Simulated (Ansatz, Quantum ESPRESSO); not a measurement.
# Work-function anisotropy of Fe, part 4 of 7

Aim: the work function of the low-index faces of Fe, their order, and how far the functional matters.

Quantum ESPRESSO 7.5; plane-wave DFT, PBE, GBRV ultrasoft pseudopotentials; geometry and cross-check by Ansatz 0.2.0 with PAW datasets.

So far. Step 6 (Potential by pp.x of (110)): On (110) the work function under LDA lies +0.32 eV from PBE's. Step 7 (Geometry from Ansatz of (100)): The relaxation lowers the energy by 8 meV an atom. Held were the atoms numbered 3; the forces quoted are those on the free ones.

## 8. SCF with pw.x of (100), PBE

Level of this step: plane-wave DFT, PBE, GBRV ultrasoft pseudopotentials (Quantum ESPRESSO 7.5).

100.pbe.in

```
&control
  prefix = '100.pbe'
  outdir = './out'
  pseudo_dir = './pseudo'
  calculation = 'scf'
  tprnfor = .true.
/
&system
  ibrav = 0
  nat = 5
  ntyp = 1
  ecutwfc = 40
  ecutrho = 200
  occupations = 'smearing'
  smearing = 'mv'
  degauss = 0.02
  nspin = 2
  starting_magnetization(1) = 0.42
/
&electrons
  conv_thr = 1e-07
  mixing_beta = 0.4
  electron_maxstep = 120
  mixing_mode = 'local-TF'
/
ATOMIC_SPECIES
  Fe  55.8450  fe_pbe_v1.5.uspp.F.UPF
CELL_PARAMETERS angstrom
  2.87000000000000 0.00000000000000 0.00000000000000
  0.00000000000000 2.87000000000000 0.00000000000000
  0.00000000000000 0.00000000000000 21.74000000000000
ATOMIC_POSITIONS crystal
  Fe  0.000000000000 0.000000000000 0.372043370179
  Fe  0.500000000000 0.500000000000 0.434014825566
  Fe  0.000000000000 0.000000000000 0.500000000000
  Fe  0.500000000000 0.500000000000 0.565985187776
  Fe  -0.000000000000 0.000000000000 0.627956650436
K_POINTS automatic
  10 10 1 0 0 0
```

Run with:

```bash
$ OMP_NUM_THREADS=1 mpirun -n 4 pw.x -nk 4 -in 100.pbe.in > 100.pbe.out
```

Log:

```text
[banner, memory and clock lines left out]
Program PWSCF v.7.5 starts

          URL

     Message from routine setup:
     using ibrav=0 with symmetry is DISCOURAGED, use correct ibrav instead

     G-vector sticks info

     bravais-lattice index     =            0
     lattice parameter (alat)  =       5.4235  a.u.
     unit-cell volume          =    1208.4256 (a.u.)^3
     number of atoms/cell      =            5
     number of atomic types    =            1
     number of electrons       =        80.00
     number of Kohn-Sham states=           48
     kinetic-energy cutoff     =      40.0000  Ry
     charge density cutoff     =     200.0000  Ry
     scf convergence threshold =      1.0E-07
     mixing beta               =       0.4000
     number of iterations used =            8  local-TF  mixing
     Exchange-correlation=  SLA  PW   PBX  PBC
                           (   1   4   3   4   0   0   0)

     celldm(1)=   5.423514  celldm(2)=   0.000000  celldm(3)=   0.000000
     celldm(4)=   0.000000  celldm(5)=   0.000000  celldm(6)=   0.000000

     crystal axes: (cart. coord. in units of alat)
               a(1) = (   1.000000   0.000000   0.000000 )
               a(2) = (   0.000000   1.000000   0.000000 )
               a(3) = (   0.000000   0.000000   7.574913 )

     reciprocal axes: (cart. coord. in units 2 pi/alat)
               b(1) = (  1.000000  0.000000  0.000000 )
               b(2) = (  0.000000  1.000000  0.000000 )
               b(3) = (  0.000000  0.000000  0.132015 )

     PseudoPot. # 1 for Fe read from file:
     ./pseudo/fe_pbe_v1.5.uspp.F.UPF
     Pseudo is Ultrasoft + core correction, Zval = 16.0
     Generated by new atomic code, or converted to UPF format
     Using radial grid of  861 points,  6 beta functions with:
                l(1) =   0
                l(2) =   0
                l(3) =   1
                l(4) =   1
                l(5) =   2
                l(6) =   2
     Q(r) pseudized with  8 coefficients,  rinner =    1.000   1.000   1.000
                                                       1.000   1.000

     atomic species   valence    mass     pseudopotential
     Fe               16.00    55.84500     Fe( 1.00)

     Starting magnetic structure
     atomic species   magnetization
     Fe              0.420

     16 Sym. Ops., with inversion, found

   Cartesian axes

     site n.     atom                  positions (alat units)
         1        Fe     tau(   1) = (   0.0000000   0.0000000   2.8181961  )
         2        Fe     tau(   2) = (   0.5000000   0.5000000   3.2876245  )
         3        Fe     tau(   3) = (   0.0000000   0.0000000   3.7874564  )
         4        Fe     tau(   4) = (   0.5000000   0.5000000   4.2872885  )
         5        Fe     tau(   5) = (   0.0000000   0.0000000   4.7567169  )

     number of k points=    21  Marzari-Vanderbilt smearing, width (Ry)=  0.0200
                       cart. coord. in units 2pi/alat
        k(    1) = (   0.0000000   0.0000000   0.0000000), wk =   0.0100000
        k(    2) = (   0.0000000   0.1000000   0.0000000), wk =   0.0400000
        k(    3) = (   0.0000000   0.2000000   0.0000000), wk =   0.0400000
        k(    4) = (   0.0000000   0.3000000   0.0000000), wk =   0.0400000
        k(    5) = (   0.0000000   0.4000000   0.0000000), wk =   0.0400000
        k(    6) = (   0.0000000  -0.5000000   0.0000000), wk =   0.0200000
        k(    7) = (   0.1000000   0.1000000   0.0000000), wk =   0.0400000
        k(    8) = (   0.1000000   0.2000000   0.0000000), wk =   0.0800000
        k(    9) = (   0.1000000   0.3000000   0.0000000), wk =   0.0800000
        k(   10) = (   0.1000000   0.4000000   0.0000000), wk =   0.0800000
        k(   11) = (   0.1000000  -0.5000000   0.0000000), wk =   0.0400000
        k(   12) = (   0.2000000   0.2000000   0.0000000), wk =   0.0400000
        k(   13) = (   0.2000000   0.3000000   0.0000000), wk =   0.0800000
        k(   14) = (   0.2000000   0.4000000   0.0000000), wk =   0.0800000
        k(   15) = (   0.2000000  -0.5000000   0.0000000), wk =   0.0400000
        k(   16) = (   0.3000000   0.3000000   0.0000000), wk =   0.0400000
        k(   17) = (   0.3000000   0.4000000   0.0000000), wk =   0.0800000
        k(   18) = (   0.3000000  -0.5000000   0.0000000), wk =   0.0400000
        k(   19) = (   0.4000000   0.4000000   0.0000000), wk =   0.0400000
        k(   20) = (   0.4000000  -0.5000000   0.0000000), wk =   0.0400000
        k(   21) = (  -0.5000000  -0.5000000   0.0000000), wk =   0.0100000

     Dense  grid:    57817 G-vectors     FFT dimensions: (  25,  25, 192)

     Smooth grid:    41305 G-vectors     FFT dimensions: (  24,  24, 180)

     Check: negative core charge=   -0.000032
     Generating pointlists ...
     new r_m :   0.3501 (alat units)  1.8988 (a.u.) for type    1

     Initial potential from superposition of free atoms

     starting charge      75.0000, renormalised to      80.0000

     negative rho (up, down):  3.476E-04 1.420E-04
     Starting wfcs are   65 randomized atomic wfcs

     per-process dynamical memory:    89.6 Mb

     Self-consistent Calculation

     iteration #  1     ecut=    40.00 Ry     beta= 0.40
     Davidson diagonalization with overlap
     ethr =  1.00E-02,  avg # of iterations =  3.8

     negative rho (up, down):  5.105E-02 4.145E-05

     total energy              =   -1250.60031843 Ry
     estimated scf accuracy    <      14.14300747 Ry

     total magnetization       =    15.66 Bohr mag/cell
     absolute magnetization    =    16.46 Bohr mag/cell

     iteration #  2     ecut=    40.00 Ry     beta= 0.40
     Davidson diagonalization with overlap
     ethr =  1.00E-02,  avg # of iterations =  2.0

     negative rho (up, down):  2.044E-02 3.964E-03

     total energy              =   -1250.46174589 Ry
     estimated scf accuracy    <       3.32830244 Ry

     total magnetization       =    15.35 Bohr mag/cell
     absolute magnetization    =    15.72 Bohr mag/cell

     iteration #  3     ecut=    40.00 Ry     beta= 0.40
     Davidson diagonalization with overlap
     ethr =  4.16E-03,  avg # of iterations =  4.1

     negative rho (up, down):  1.795E-02 1.147E-03

     total energy              =   -1251.45612423 Ry
     estimated scf accuracy    <       1.06532470 Ry

     total magnetization       =    13.52 Bohr mag/cell
     absolute magnetization    =    14.01 Bohr mag/cell

     iteration #  4     ecut=    40.00 Ry     beta= 0.40
     Davidson diagonalization with overlap
     ethr =  1.33E-03,  avg # of iterations =  1.6

[...]
-48.0651 -48.0054 -47.9896 -47.9449 -47.9110 -47.8767 -47.7995 -47.7863
   -47.7747 -47.7371 -47.7110 -47.6944  -2.5725  -1.2246   0.2959   0.9261
     0.9493   1.4392   1.9967   2.2357   2.3378   2.6011   2.6684   2.7031
     2.9583   3.3612   3.4525   3.7460   4.0859   4.4199   4.6234   4.6491
     4.7315   4.7697   4.8850   5.3174   5.3313   5.3390   5.6631   5.8097

          k = 0.1000 0.4000 0.0000 (  5149 PWs)   bands (ev):

   -81.8776 -81.8775 -81.7290 -81.6947 -81.6917 -48.1357 -48.1159 -48.0962
   -48.0786 -47.9927 -47.9773 -47.9608 -47.9108 -47.8654 -47.7997 -47.7977
   -47.7679 -47.7565 -47.7107 -47.6969  -1.4871  -0.4751   0.3308   0.6371
     0.7920   1.8460   2.0374   2.1849   2.3757   2.4720   2.6284   2.9327
     3.1156   3.2791   3.5042   3.6872   4.0421   4.3839   4.6629   4.7306
     4.8467   4.8509   4.9990   5.3200   5.4699   5.5514   5.6836   6.1947

          k = 0.1000-0.5000 0.0000 (  5136 PWs)   bands (ev):

   -81.8763 -81.8762 -81.7232 -81.6975 -81.6950 -48.1419 -48.1151 -48.1079
   -48.0842 -47.9828 -47.9733 -47.9726 -47.9082 -47.8617 -47.8043 -47.7871
   -47.7770 -47.7638 -47.7092 -47.6985  -0.4133  -0.3938  -0.1078   0.5686
     0.6832   1.9690   2.1006   2.1346   2.3555   2.4687   2.5423   3.0639
     3.1355   3.5086   3.5256   3.7752   3.9989   4.3194   4.7475   4.7819
     4.8303   4.8744   5.1527   5.2590   5.3756   5.9192   5.9864   6.0593

          k = 0.2000 0.2000 0.0000 (  5184 PWs)   bands (ev):

   -81.8825 -81.8821 -81.7428 -81.6931 -81.6776 -48.1030 -48.1005 -48.0558
   -48.0368 -48.0294 -48.0293 -47.9173 -47.9137 -47.9111 -47.7999 -47.7800
   -47.7677 -47.7359 -47.7039 -47.6971  -2.9132  -1.4608   0.3499   1.1571
     1.2288   1.3754   1.5086   2.1017   2.2422   2.4952   2.5629   2.6051
     2.9767   3.5637   3.5787   3.6359   3.8455   4.2763   4.4867   4.8185
     4.8464   4.9395   5.0179   5.1394   5.2635   5.4003   5.5834   5.6750

          k = 0.2000 0.3000 0.0000 (  5166 PWs)   bands (ev):

   -81.8790 -81.8788 -81.7350 -81.6934 -81.6843 -48.1116 -48.1035 -48.0718
   -48.0608 -48.0332 -48.0149 -47.9459 -47.9157 -47.9057 -47.7967 -47.7823
   -47.7687 -47.7378 -47.7110 -47.7027  -2.0790  -0.7419   0.7286   1.1751
     1.3089   1.4822   1.8803   2.0397   2.0799   2.2768   2.4349   2.4477
     2.6176   3.5621   3.5893   3.6189   3.8444   4.3704   4.5730   4.8425
     4.9292   4.9988   5.2030   5.2236   5.2942   5.4064   5.5990   6.2600

          k = 0.2000 0.4000 0.0000 (  5154 PWs)   bands (ev):

   -81.8762 -81.8761 -81.7265 -81.6936 -81.6920 -48.1230 -48.1095 -48.0859
   -48.0782 -48.0251 -48.0037 -47.9797 -47.9038 -47.8993 -47.8045 -47.7831
   -47.7635 -47.7413 -47.7137 -47.7131  -1.0778  -0.0253   0.6598   0.9126
     1.1227   1.7606   1.8312   2.0299   2.1613   2.2278   2.3273   2.6303
     2.7347   3.4375   3.7104   3.8098   3.8486   4.5393   4.6404   4.6869
     4.9617   4.9965   5.2412   5.2659   5.4742   5.5188   5.9822   6.9365

          k = 0.2000-0.5000 0.0000 (  5140 PWs)   bands (ev):

   -81.8751 -81.8750 -81.7219 -81.6962 -81.6937 -48.1281 -48.1119 -48.0919
   -48.0844 -48.0119 -48.0027 -48.0003 -47.8962 -47.8920 -47.8194 -47.7746
   -47.7617 -47.7438 -47.7203 -47.7131  -0.1374  -0.0547   0.3201   0.8971
     1.0002   1.7913   1.8905   1.9976   2.1031   2.1760   2.3358   2.7509
     2.9940   3.3604   3.7760   3.8328   4.0513   4.5612   4.6163   4.7563
     4.9645   4.9752   5.2149   5.2749   5.4111   5.9832   6.1437   6.7118

          k = 0.3000 0.3000 0.0000 (  5148 PWs)   bands (ev):

   -81.8764 -81.8763 -81.7291 -81.6928 -81.6882 -48.1076 -48.0974 -48.0873
   -48.0635 -48.0399 -48.0330 -47.9647 -47.9311 -47.9113 -47.7839 -47.7767
   -47.7751 -47.7436 -47.7283 -47.6990  -1.3529  -0.0660   1.0960   1.2159
     1.5994   1.6555   1.7385   1.8856   2.0081   2.1027   2.2074   2.2479
     2.2977   3.6330   3.7338   3.7562   3.7626   4.4610   4.5642   4.9131
     5.1094   5.1366   5.1711   5.2636   5.2676   5.6257   5.8620   7.0001

          k = 0.3000 0.4000 0.0000 (  5138 PWs)   bands (ev):

   -81.8744 -81.8743 -81.7232 -81.6925 -81.6924 -48.1093 -48.1067 -48.0926
   -48.0796 -48.0373 -48.0310 -47.9952 -47.9298 -47.8914 -47.8035 -47.7860
   -47.7701 -47.7353 -47.7349 -47.7045  -0.5514   0.5717   0.7169   1.3296
     1.3383   1.7382   1.8096   1.9195   1.9902   2.0803   2.1635   2.2954
     2.3162   3.7290   3.8064   4.0058   4.1127   4.6056   4.6405   4.8564
     5.0980   5.1732   5.2502   5.3249   5.4252   5.5401   6.5498   7.4213

          k = 0.3000-0.5000 0.0000 (  5126 PWs)   bands (ev):

   -81.8736 -81.8735 -81.7204 -81.6947 -81.6922 -48.1119 -48.1110 -48.0942
   -48.0871 -48.0327 -48.0285 -48.0110 -47.9250 -47.8715 -47.8270 -47.7916
   -47.7676 -47.7368 -47.7197 -47.7161   0.0711   0.2570   0.8912   1.1513
     1.3077   1.7749   1.7847   1.8297   2.0030   2.0755   2.2491   2.3090
     2.4836   3.7323   3.8486   4.2339   4.4245   4.6184   4.6823   4.8446
     5.0896   5.1460   5.2928   5.3730   5.4226   6.0196   6.1859   7.4566

          k = 0.4000 0.4000 0.0000 (  5142 PWs)   bands (ev):

   -81.8729 -81.8728 -81.7203 -81.6931 -81.6913 -48.1132 -48.1081 -48.1013
   -48.0852 -48.0462 -48.0450 -47.9820 -47.9470 -47.8692 -47.8125 -47.8042
   -47.7837 -47.7548 -47.7184 -47.7005  -0.1097   0.5161   1.0022   1.3213
     1.6034   1.7550   1.7663   1.7740   1.9890   2.0522   2.0687   2.2453
     2.3315   4.1750   4.2502   4.2821   4.3205   4.6833   4.8586   4.9949
     5.1900   5.2673   5.2769   5.3169   5.3264   5.5141   6.9325   7.2445

          k = 0.4000-0.5000 0.0000 (  5114 PWs)   bands (ev):

   -81.8723 -81.8723 -81.7191 -81.6934 -81.6909 -48.1185 -48.1142 -48.0978
   -48.0914 -48.0487 -48.0478 -47.9764 -47.9454 -47.8464 -47.8284 -47.8244
   -47.7790 -47.7662 -47.7056 -47.7054   0.1099   0.3534   1.0656   1.3361
     1.6349   1.7204   1.7253   1.8182   1.9379   2.0142   2.0222   2.4052
     2.4507   4.2941   4.3679   4.5775   4.6839   4.7095   4.8856   5.0258
     5.1964   5.2645   5.3073   5.3451   5.4150   5.8683   5.9632   8.1377

          k =-0.5000-0.5000 0.0000 (  5104 PWs)   bands (ev):

   -81.8719 -81.8718 -81.7186 -81.6929 -81.6904 -48.1231 -48.1231 -48.0935
   -48.0935 -48.0554 -48.0509 -47.9530 -47.9530 -47.8517 -47.8283 -47.8199
   -47.7864 -47.7864 -47.7010 -47.7010   0.1011   0.3555   1.0155   1.4219
     1.7312   1.7312   1.7650   1.7651   1.8791   1.9382   1.9382   2.5807
     2.5807   4.5980   4.6390   4.7343   4.7343   5.0851   5.1863   5.1896
     5.2336   5.2922   5.3352   5.3841   5.4076   5.4761   5.4761   8.4506

     the Fermi energy is     3.3491 ev

!    total energy              =   -1251.55058139 Ry
     estimated scf accuracy    <       0.00000005 Ry
     smearing contrib. (-TS)   =       0.00145932 Ry
     internal energy E=F+TS    =   -1251.55204071 Ry

     The total energy is F=E-TS. E is the sum of the following terms:
     one-electron contribution =   -9281.67255728 Ry
     hartree contribution      =    4644.95314281 Ry
     xc contribution           =    -146.06974561 Ry
     ewald contribution        =    3531.23711936 Ry

     total magnetization       =    13.52 Bohr mag/cell
     absolute magnetization    =    14.10 Bohr mag/cell

     convergence has been achieved in  21 iterations

     negative rho (up, down):  3.664E-04 8.651E-04

     Forces acting on atoms (cartesian axes, Ry/au):

     atom    1 type  1   force =     0.00000000    0.00000000   -0.00079249
     atom    2 type  1   force =     0.00000000    0.00000000   -0.00309499
     atom    3 type  1   force =     0.00000000    0.00000000    0.00000000
     atom    4 type  1   force =     0.00000000    0.00000000    0.00309499
     atom    5 type  1   force =     0.00000000    0.00000000    0.00079249

     Total force =     0.004518     Total SCF correction =     0.001498
     SCF correction compared to forces is large: reduce conv_thr to get better values

     XML data file, charge density, pseudopotentials, collected wavefunctions

                                        0.00s GPU  (     966 calls)
```

Wall time 1.7 min (4 MPI ranks of Arm Neoverse V2, shared host); peak memory 0.59 GiB.

This step gave:

- free energy: -17028.2131 eV
- Fermi energy: 3.349 eV
- magnetization: 13.52 μB
- absolute magnetization: 14.1 μB
- site moments: 2.970, 2.412, 2.620, 2.412, 2.970 μB

## 9. Electrostatic potential of (100)

100.pbe.pot.in

```
&inputpp
  prefix = '100.pbe'
  outdir = './out'
  filplot = '100.pbe.pot.dat'
  plot_num = 11
/
```

Run with:

```bash
$ OMP_NUM_THREADS=1 mpirun -n 4 pp.x -in 100.pbe.pot.in > 100.pbe.pot.out
```

Log:

```text
[banner, memory and clock lines left out]
Program POST-PROC v.7.5 starts

          URL

     ./out/100.pbe.save/

     IMPORTANT: XC functional enforced from input :
     Exchange-correlation= PBE
                           (   1   4   3   4   0   0   0)
     Any further DFT definition will be discarded
     Please, verify this is what you really want

     Check: negative core charge=   -0.000032

     negative rho (up, down):  3.664E-04 8.651E-04

     Calling punch_plot, plot_num =  11
     Writing data to file  100.pbe.pot.dat
     Message from routine chdens:
     namelist plot not found or invalid, exiting
```

It took 0.76 s on 4 MPI ranks; peak memory 0.11 GiB; 2.8 s of CPU time.

This step gave:

```
work function of the upper face                                       : 3.850 eV
slope of the potential above                                          : 3.75e-4 eV/Å
upper vacuum line continued to the top atoms, over the Fermi level    : 3.848 eV
work function of the lower face                                       : 3.850 eV
slope of the potential below                                          : -2.58e-4 eV/Å
lower vacuum line continued to the bottom atoms, over the Fermi level : 3.848 eV
```

The potential energy, planar mean oscillates, so the rows of the table below give means over windows of 1.47 Å about each position, cut where the curve ends. Its maxima inside the range that stand out by 2 % of the span (Å: eV): 8.7: -7.20, 10.2: -5.63, 11.5: -5.63, 13.0: -7.20. Its minima: 8.2: -16.9, 9.4: -16.9, 10.9: -16.9, 12.3: -16.9, 13.6: -16.9.

Electrostatic potential energy of an electron; zero at the Fermi level. Potential energy, planar mean against z; means over each step:

```
z (Å)  potential energy, planar mean (eV)
 0.73                                3.85
 2.21                                3.85
 3.68                                3.85
 5.15                                3.80
 6.62                                2.34
 8.09                               -10.9
 9.55                               -11.3
11.03                               -11.1
12.50                               -11.7
13.97                               -9.13
15.44                                3.12
16.91                                3.83
18.38                                3.85
19.85                                3.85
21.32                                3.85
```

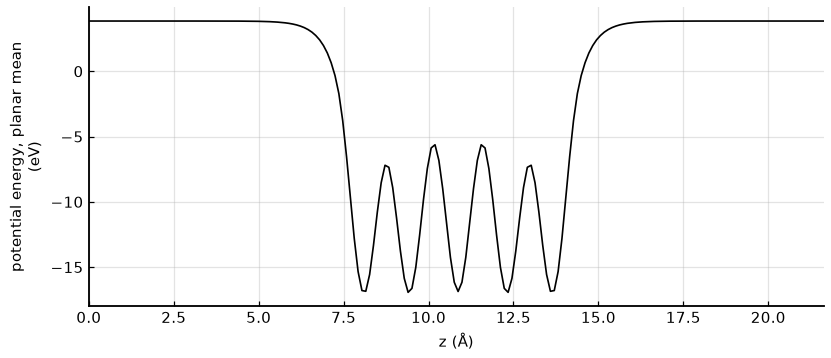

Potential energy, planar mean, plotted against z.

[end of part 4 of 7]

[Logs are printed without paths, hosts, clocks, repeated set-up lines and the standing remarks that a program may print on its own settings, such as how far it seeks lower states.]

[Hosts, paths, dates, database ids (printed as entryN), source tags and the programs' standing remarks are cut or masked in the printed files.]

[Maps of the electrostatic potential energy from Ansatz leave out the sawtooth potential of an applied field or a dipole correction, so their vacuum need not be flat; planar profiles and work functions include it.]
